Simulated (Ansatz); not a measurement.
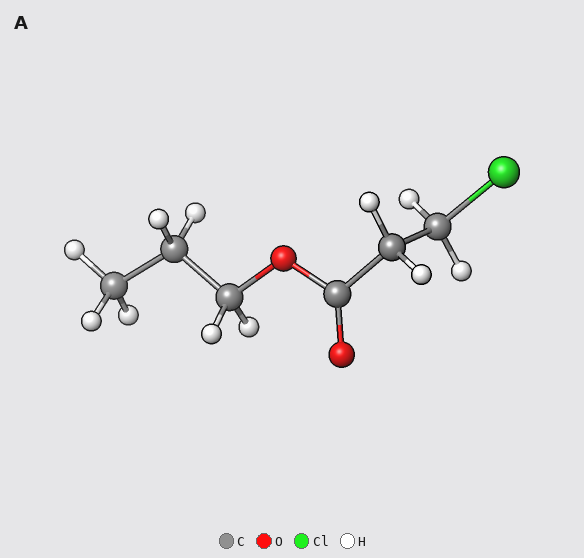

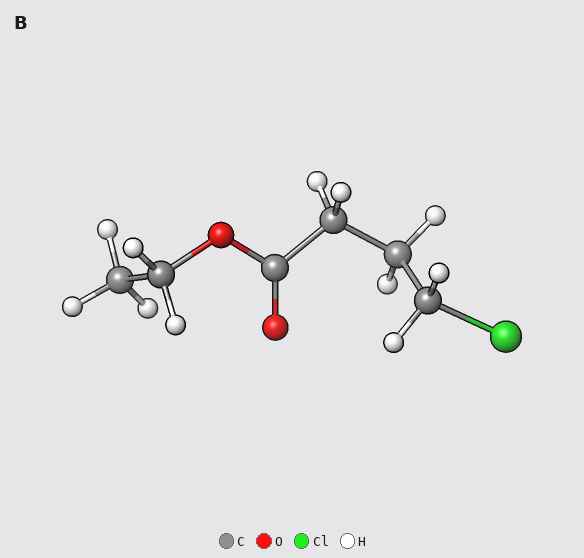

2 stationary structures of one formula. Geometries: PBE-D4/def2-SVP. Electronic energies: PBE-D4/def2-SVP (Ansatz 0.2.0), without zero-point energy. No frequency run is at hand to confirm each as a minimum. Each is one conformer, not always the lowest.

How are they related?

Answer. They are constitutional isomers of C6H11ClO2: A `CCCOC(=O)CCCl`, B `CCOC(=O)CCCCl`.

Which structure is the most stable?

Answer. B is lowest; A lies 3.1 kcal/mol above it.
